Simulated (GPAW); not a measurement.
# Run report: SiNH₃, geometry relaxation (part 3 of 5)

The same run, continued: SiNH₃, SMILES N[SiH]; LDA (PW92)/plane waves, scalar-relativistic datasets (GPAW 26.7.0). The geometry comes from this level: GFN2-xTB.

Geometry of the input (Å):
```
N  -0.2987  -0.4693  0.1229
Si 0.0054  1.1950  0.3897
H  0.1891  -1.0675  -0.5292
H  -1.0095  -0.9776  0.6207
H  1.1137  1.3194  -0.6042
```

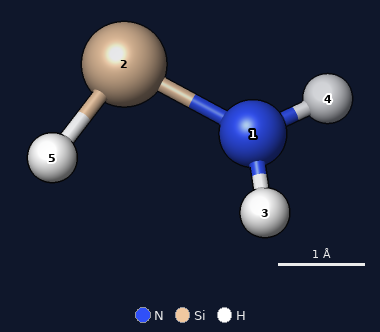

Figure 1. The starting structure (ball-and-stick view, seen at a tilt; atoms are numbered from 1 in the order of the input).

The program's output, continued
```
Fermi level: -3.715
Eigenvalues  # (at kpt = [0.000, 0.000, 0.000])
| band index |      eig [eV] | occ [0-2] |
|------------|---------------|-----------|
|          0 |       -21.142 |     2.000 |
|          1 |       -12.668 |     2.000 |
|          2 |       -12.281 |     2.000 |
|          3 |        -8.556 |     2.000 |
|          4 |        -7.209 |     2.000 |
|          5 |        -5.106 |     2.000 |
|          6 |        -2.323 |     0.000 |
|          7 |        -0.821 |     0.000 |
|          8 |         0.062 |     0.000 |
|          9 |         0.504 |     0.000 |
|         10 |         0.659 |     0.000 |

Gap: 2.783 eV
Transition (v -> c):
  (s=0, k=0, n=5, [0.00, 0.00, 0.00]) -> (s=0, k=0, n=6, [0.00, 0.00, 0.00])
No difference between direct/indirect transitions
vacuum-level: 0.265  # V

Forces  # eV/Ang
|        x |        y |        z |
|----------|----------|----------|
| -0.03756 | -0.13933 |  0.01196 |  # N    0
| -0.14241 |  0.07261 |  0.15455 |  # Si   1
|  0.06476 |  0.04290 | -0.04611 |  # H    2
|  0.05811 |  0.11571 | -0.01780 |  # H    3
|  0.07404 | -0.09301 | -0.09917 |  # H    4

Force computation time: 0.465  # s
FIRE2:    4 00:00:35      -24.311712        0.222349
        .--------------------------.
       /|                          |
      / |                          |
     /  |                          |
    /   |                          |
   /    |                          |
  /     |                          |
 *      |                          |
 |      |                          |
 |      |          Si
[... cut ...]
 |     0.000 |

Gap: 2.801 eV
Transition (v -> c):
  (s=0, k=0, n=5, [0.00, 0.00, 0.00]) -> (s=0, k=0, n=6, [0.00, 0.00, 0.00])
No difference between direct/indirect transitions
vacuum-level: 0.265  # V

Forces  # eV/Ang
|        x |        y |        z |
|----------|----------|----------|
|  0.04567 |  0.07581 |  0.00137 |  # N    0
|  0.00189 | -0.04573 | -0.01822 |  # Si   1
|  0.04085 |  0.03623 | -0.02435 |  # H    2
| -0.02445 |  0.00052 |  0.02292 |  # H    3
| -0.04819 | -0.07000 |  0.02263 |  # H    4

Force computation time: 0.444  # s
FIRE2:    8 00:00:55      -24.313798        0.088511
        .--------------------------.
       /|                          |
      / |                          |
     /  |                          |
    /   |                          |
   /    |                          |
  /     |                          |
 *      |                          |
 |      |                          |
 |      |         Si               |
 |      |      H N   H             |
 |      |         H                |
 |      |                          |
 |      .--------------------------.
 |     /                          /
 |    /                          /
 |   /                          /
 |  /                          /
 | /                          /
 |/                          /
 *--------------------------*

Atoms  # Å, Bohr magnetons
|   | symbol |        x |        y |        z |    initial magnetic moments |
|---|--------|----------|----------|----------|-----------------------------|
| 0 |      N | 5.218050 | 5.103010 | 5.224146 | ( 0.0000,  0.0000,  0.0000) |
| 1 |     Si | 5.490076 | 6.766231 | 5.518117 | ( 0.0000,  0.0000,  0.0000) |
| 2 |      H | 5.708960 | 4.498605 | 4.564872 | ( 0.0000,  0.0000,  0.0000) |
| 3 |      H | 4.493485 | 4.593338 | 5.731956 | ( 0.0000,  0.0000,  0.0000) |
| 4 |      H | 6.638448 | 6.876308 | 4.482307 | ( 0.0000,  0.0000,  0.0000) |

Unit cell  # Å
| periodic |         x |         y |         z |   lengths |    angles |
|----------|-----------|-----------|-----------|-----------|-----------|
|       no | 11.123170 |  0.000000 |  0.000000 | 11.123170 | 90.000000 |
|       no |  0.000000 | 11.386900 |  0.000000 | 11.386900 | 90.000000 |
|       no |  0.000000 |  0.000000 | 10.224910 | 10.224910 | 90.000000 |

Initialization done in: 0.456 s

convergence criteria:
- Maximum [total energy] change in last 3 cyles: 0.0005 eV / valence electron
- Maximum integral of absolute [dens]ity change: 0.0001 electrons / valence electron
- Maximum integral of absolute [eigenst]ate change: 4e-08 eV^2 / valence electron
maximum number of iterations: 100

SCF iterations
|iter     |     time |      energy | eigst |  dens |
|---------|----------|-------------|-------|-------|
|iter:   1| 00:00:56 |  -24.314065c| -4.29 |       |
|iter:   2| 00:00:56 |  -24.314055c| -5.99 | -3.02 |
|iter:   3| 00:00:57 |  -24.314014c| -5.47 | -3.06 |
|iter:   4| 00:00:58 |  -24.314005c| -6.00 | -3.40 |
|iter:   5| 00:00:58 |  -24.314004c| -6.87 | -3.83 |
|iter:   6| 00:00:59 |  -24.314004c| -8.13c| -4.15c|

Converged in 6 steps
SCF loop duration: 3.780 s (0.630 s/step)
Energy contributions relative to reference atoms: (reference = -9365.974501)

Energy contributions:
  Kinetic:          24.079859
  Coulomb:         -26.353404
  Zero:             -0.011399
  External:          0.000000
  Xc:              -22.029060
  Entropy:           0.000000
  Spinorbit:         0.000000
  ----------------------------
  Free energy:     -24.314004
  Extrapolated:    -24.314004

dipole moment: (-0.056090, -0.431837, -0.090198)  # |e|*Ang

Fermi level: -3.734
Eigenvalues  # (at kpt = [0.000, 0.000, 0.000])
| band index |      eig [eV] | occ [0-2] |
|------------|---------------|-----------|
|          0 |       -21.132 |     2.000 |
|          1 |       -12.632 |     2.000 |
|          2 |       -12.307 |     2.000 |
|          3 |        -8.490 |     2.000 |
|          4 |        -7.200 |     2.000 |
|          5 |        -5.137 |     2.000 |
|          6 |        -2.330 |     0.000 |
|          7 |        -0.832 |     0.000 |
|          8 |         0.058 |     0.000 |
|          9 |         0.493 |     0.000 |
|         10 |         0.658 |     0.000 |

Gap: 2.807 eV
Transition (v -> c):
  (s=0, k=0, n=5, [0.00, 0.00, 0.00]) -> (s=0, k=0, n=6, [0.00, 0.00, 0.00])
No difference between direct/indirect transitions
vacuum-level: 0.265  # V

Forces  # eV/Ang
|        x |        y |        z |
|----------|----------|----------|
| -0.01125 | -0.01452 |  0.02454 |  # N    0
|  0.03147 | -0.00757 | -0.03290 |  # Si   1
|  0.02778 |  0.05030 | -0.00692 |  # H    2
|  0.03064 |  0.03149 | -0.01772 |  # H    3
| -0.06124 | -0.06231 |  0.03736 |  # H    4

Force computation time: 0.434  # s
FIRE2:    9 00:01:00      -24.314004        0.095022
        .--------------------------.
       /|                          |
      / |                          |
     /  |                          |
    /   |                          |
   /    |                          |
  /     |                          |
 *      |                          |
 |      |                          |
 |      |         Si               |
 |      |      H N   H             |
 |      |         H                |
 |      |                          |
 |      .--------------------------.
 |     /                          /
 |    /                          /
 |   /                          /
 |  /                          /
 | /                          /
 |/                          /
 *--------------------------*

Atoms  # Å, Bohr magnetons
|   | symbol |        x |        y |        z |    initial magnetic moments |
|---|--------|----------|----------|----------|-----------------------------|
| 0 |      N | 5.218714 | 5.103659 | 5.224199 | ( 0.0000,  0.0000,  0.0000) |
| 1 |     Si | 5.489489 | 6.765790 | 5.518484 | ( 0.0000,  0.0000,  0.0000) |
| 2 |      H | 5.709979 | 4.499521 | 4.564260 | ( 0.0000,  0.0000,  0.0000) |
| 3 |      H | 4.493332 | 4.593884 | 5.732273 | ( 0.0000,  0.0000,  0.0000) |
| 4 |      H | 6.637884 | 6.874581 | 4.482281 | ( 0.0000,  0.0000,  0.0000) |

Unit cell  # Å
| periodic |         x |         y |         z |   lengths |    angles |
|----------|-----------|-----------|-----------|-----------|-----------|
|       no | 11.123170 |  0.000000 |  0.000000 | 11.123170 | 90.000000 |
|       no |  0.000000 | 11.386900 |  0.000000 | 11.386900 | 90.000000 |
|       no |  0.000000 |  0.000000 | 10.224910 | 10.224910 | 90.000000 |

Initialization done in: 0.455 s

convergence criteria:
- Maximum [total energy] change in last 3 cyles: 0.0005 eV / valence electron
- Maximum integral of absolute [dens]ity change: 0.0001 electrons / valence electron
- Maximum integral of absolute [eigenst]ate change: 4e-08 eV^2 / valence electron
maximum number of iterations: 100

SCF iterations
|iter     |     time |      energy | eigst |  dens |
|---------|----------|-------------|-------|-------|
|iter:   1| 00:01:00 |  -24.314164c| -4.62 |       |
|iter:   2| 00:01:01 |  -24.314160c| -6.39 | -3.18 |
|iter:   3| 00:01:02 |  -24.314142c| -5.85 | -3.22 |
|iter:   4| 00:01:02 |  -24.314140c| -6.33 | -3.63 |
|iter:   5| 00:01:03 |  -24.314140c| -7.51c| -4.07c|

Converged in 5 steps
SCF loop duration: 3.076 s (0.615 s/step)
Energy contributions relative to reference atoms: (reference = -9365.974501)

Energy contributions:
  Kinetic:          24.097374
  Coulomb:         -26.370494
  Zero:             -0.011499
  External:          0.000000
  Xc:              -22.029520
  Entropy:           0.000000
  Spinorbit:         0.000000
  ----------------------------
  Free energy:     -24.314140
  Extrapolated:    -24.314140

dipole moment: (-0.056417, -0.432251, -0.089962)  # |e|*Ang

Fermi level: -3.732
Eigenvalues  # (at kpt = [0.000, 0.000, 0.000])
| band index |      eig [eV] | occ [0-2] |
|------------|---------------|-----------|
|          0 |       -21.132 |     2.000 |
|          1 |       -12.633 |     2.000 |
|          2 |       -12.309 |     2.000 |
|          3 |        -8.484 |     2.000 |
|          4 |        -7.204 |     2.000 |
|          5 |        -5.137 |     2.000 |
|          6 |        -2.327 |     0.000 |
|          7 |        -0.834 |     0.000 |
|          8 |         0.058 |     0.000 |
|          9 |         0.492 |     0.000 |
|         10 |         0.657 |     0.000 |

Gap: 2.810 eV
Transition (v -> c):
  (s=0, k=0, n=5, [0.00, 0.00, 0.00]) -> (s=0, k=0, n=6, [0.00, 0.00, 0.00])
No difference between direct/indirect transitions
vacuum-level: 0.265  # V

Forces  # eV/Ang
|        x |        y |        z |
|----------|----------|----------|
| -0.03530 | -0.06862 |  0.02821 |  # N    0
|  0.04409 |  0.02303 | -0.03435 |  # Si   1
|  0.01690 |  0.05965 |  0.00701 |  # H    2
|  0.05489 |  0.04196 | -0.03624 |  # H    3
| -0.06219 | -0.05670 |  0.04009 |  # H    4

Force computation time: 0.438  # s
FIRE2:   10 00:01:04      -24.314140        0.093214
        .--------------------------.
       /|                          |
      / |                          |
     /  |                          |
    /   |                          |
   /    |                          |
  /     |                          |
 *      |                          |
 |      |                          |
 |      |         Si               |
 |      |      H N   H             |
 |      |         H                |
 |      |                          |
 |      .--------------------------.
 |     /                          /
 |    /                          /
 |   /                          /
 |  /                          /
 | /                          /
 |/                          /
 *--------------------------*

Atoms  # Å, Bohr magnetons
|   | symbol |        x |        y |        z |    initial magnetic moments |
|---|--------|----------|----------|----------|-----------------------------|
| 0 |      N | 5.218998 | 5.103730 | 5.224409 | ( 0.0000,  0.0000,  0.0000) |
| 1 |     Si | 5.489316 | 6.765599 | 5.518552 | ( 0.0000,  0.0000,  0.0000) |
| 2 |      H | 5.710846 | 4.500568 | 4.563844 | ( 0.0000,  0.0000,  0.0000) |
| 3 |      H | 4.493549 | 4.594547 | 5.732290 | ( 0.0000,  0.0000,  0.0000) |
| 4 |      H | 6.637084 | 6.872943 | 4.482505 | ( 0.0000,  0.0000,  0.0000) |

Unit cell  # Å
| periodic |         x |         y |         z |   lengths |    angles |
|----------|-----------|-----------|-----------|-----------|-----------|
|       no | 11.123170 |  0.000000 |  0.000000 | 11.123170 | 90.000000 |
|       no |  0.000000 | 11.386900 |  0.000000 | 11.386900 | 90.000000 |
|       no |  0.000000 |  0.000000 | 10.224910 | 10.224910 | 90.000000 |

Initialization done in: 0.453 s

convergence criteria:
- Maximum [total energy] change in last 3 cyles: 0.0005 eV / valence electron
- Maximum integral of absolute [dens]ity change: 0.0001 electrons / valence electron
- Maximum integral of absolute [eigenst]ate change: 4e-08 eV^2 / valence electron
maximum number of iterations: 100

SCF iterations
|iter     |     time |      energy | eigst |  dens |
|---------|----------|-------------|-------|-------|
|iter:   1| 00:01:04 |  -24.314371c| -4.95 |       |
|iter:   2| 00:01:05 |  -24.314369c| -6.71 | -3.35 |
|iter:   3| 00:01:06 |  -24.314362c| -5.96 | -3.39 |
|iter:   4| 00:01:06 |  -24.314361c| -6.92 | -3.82 |
|iter:   5| 00:01:07 |  -24.314361c| -7.79c| -4.18c|

Converged in 5 steps
SCF loop duration: 3.078 s (0.616 s/step)
Energy contributions relative to reference atoms: (reference = -9365.974501)

Energy contributions:
  Kinetic:          24.149104
  Coulomb:         -26.410228
  Zero:             -0.011532
  External:          0.000000
  Xc:              -22.041705
  Entropy:           0.000000
  Spinorbit:         0.000000
  ----------------------------
  Free energy:     -24.314361
  Extrapolated:    -24.314361

dipole moment: (-0.057295, -0.433178, -0.091109)  # |e|*Ang

Fermi level: -3.731
Eigenvalues  # (at kpt = [0.000, 0.000, 0.000])
| band index |      eig [eV] | occ [0-2] |
|------------|---------------|-----------|
|          0 |       -21.133 |     2.000 |
|          1 |       -12.631 |     2.000 |
|          2 |       -12.314 |     2.000 |
|          3 |        -8.482 |     2.000 |
|          4 |        -7.205 |     2.000 |
|          5 |        -5.137 |     2.000 |
|          6 |        -2.326 |     0.000 |
|          7 |        -0.834 |     0.000 |
|          8 |         0.058 |     0.000 |
|          9 |         0.494 |     0.000 |
|         10 |         0.656 |     0.000 |

Gap: 2.811 eV
Transition (v -> c):
  (s=0, k=0, n=5, [0.00, 0.00, 0.00]) -> (s=0, k=0, n=6, [0.00, 0.00, 0.00])
No difference between direct/indirect transitions
vacuum-level: 0.265  # V

Forces  # eV/Ang
|        x |        y |        z |
|----------|----------|----------|
| -0.02575 | -0.06690 |  0.01839 |  # N    0
|  0.04209 |  0.03055 | -0.02952 |  # Si   1
|  0.01016 |  0.05833 |  0.01342 |  # H    2
|  0.04716 |  0.02892 | -0.03275 |  # H    3
| -0.05476 | -0.05151 |  0.03493 |  # H    4

Force computation time: 0.425  # s
FIRE2:   11 00:01:08      -24.314361        0.082899
        .--------------------------.
       /|                          |
      / |                          |
     /  |                          |
    /   |                          |
   /    |                          |
  /     |                          |
 *      |                          |
 |      |                          |
 |      |         Si               |
 |      |      H N   H             |
 |      |         H                |
 |      |                          |
 |      .--------------------------.
 |     /                          /
 |    /                          /
 |   /                          /
 |  /                          /
 | /                          /
 |/                          /
 *--------------------------*
```
